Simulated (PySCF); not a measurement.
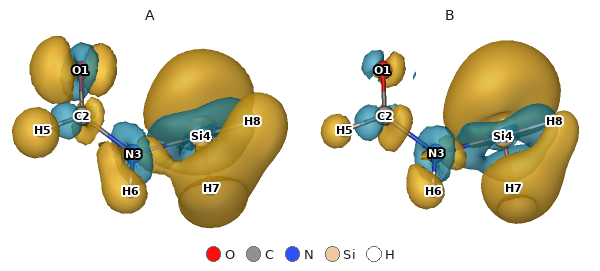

Figure 1: CH4NOSi, doublet, SMILES `O=CN[SiH2]`. The two Fukui functions at ±0.02 e/Å³ (yellow positive, teal negative).

Computed with PySCF, PBE0/6-31+G*, geometry: GFN2-xTB. No frequency check shows the geometry to be a minimum. GFN2-xTB doesn't know the spin state, so this open-shell geometry is rough.

Input script:

```python
import numpy as np
from pyscf import gto, scf, dft
from pyscf.scf import atom_ks, atom_hf
from scipy.linalg import block_diag

def solve(mol, dm0=None, hcore=None):
    mf = (dft.UKS if mol.spin else dft.RKS)(mol, xc='pbe0')
    mf.grids.level = 3
    mf = mf.density_fit(auxbasis='def2-universal-jkfit')
    mf.conv_tol, mf.max_cycle = 1e-8, 80
    if hcore is not None:
        mf.get_hcore = lambda *args: hcore
    mf.kernel(dm0)
    if not mf.converged:
        mf = mf.newton().run(mf.mo_coeff, mf.mo_occ, max_cycle=30)
    assert mf.converged, 'SCF not converged'
    return mf

mol = gto.M(atom='''
O     -1.53010     0.85148     0.00022
C     -1.29982    -0.33084    -0.00008
N     -0.05376    -0.83567    -0.00023
Si     1.31422     0.27203     0.00038
H     -2.10004    -1.09429    -0.00022
H      0.04355    -1.84118    -0.00030
H      2.03532     0.07692    -1.25005
H      2.03817     0.07295     1.24567
''', basis='6-31+g*', charge=0, spin=1, verbose=4)
mf = solve(mol)
out = dict(e0=mf.e_tot, dm0=mf.make_rdm1(), c=mf.mo_coeff, occ=mf.mo_occ, eps=mf.mo_energy)
for name, dq, spin in [('cation', 1, 0), ('anion', -1, 0)]:
    ion = mol.copy().set(charge=mol.charge + dq, spin=spin).build()
    mi = solve(ion)
    if spin and dq > 0 and mol.nao < 130:
        c, _, stable, _ = mi.stability(return_status=True)
        if not stable:
            mi = solve(ion, mi.make_rdm1(c, mi.mo_occ))
    print(name, 'vertical energy change / eV', (mi.e_tot - mf.e_tot) * 27.211386)
    out.update({'e_' + name: mi.e_tot, 'dm_' + name: mi.make_rdm1(), 's2_' + name: mi.spin_square()[0], 'eps_' + name: mi.mo_energy, 'occ_' + name: mi.mo_occ})
# spherically averaged free atoms, for the promolecule
atm = atom_ks.get_atm_nrks(mol, xc='pbe0')
pro = block_diag(*[(atm[a[0]][2] * atm[a[0]][3]) @ atm[a[0]][2].T for a in mol._atom])
np.savez('result.npz', pro=pro, **out)
```

Run with:

```sh
OMP_NUM_THREADS=1 python input.py
```

The run took 26 s on 1 thread of Arm Neoverse V1 (shared host), peak memory 0.4 GiB.

Partitions, critical points and surface values were worked out afterwards from this run's density.

Which panel is f⁻ (electron removed) and which f⁺ (electron added)?

A is f⁻, B is f⁺. f⁻ (Hirshfeld-condensed) is largest on Si4 (0.52); the vertical ionisation energy is 8.54 eV (to the singlet cation, which needn't be its lowest state). f⁺ (Hirshfeld-condensed) is largest on Si4 (0.65); the vertical electron affinity is 0.61 eV (to the singlet anion, which needn't be its lowest state; the anion's highest orbital has positive energy, so this value and f⁺ depend on the basis).
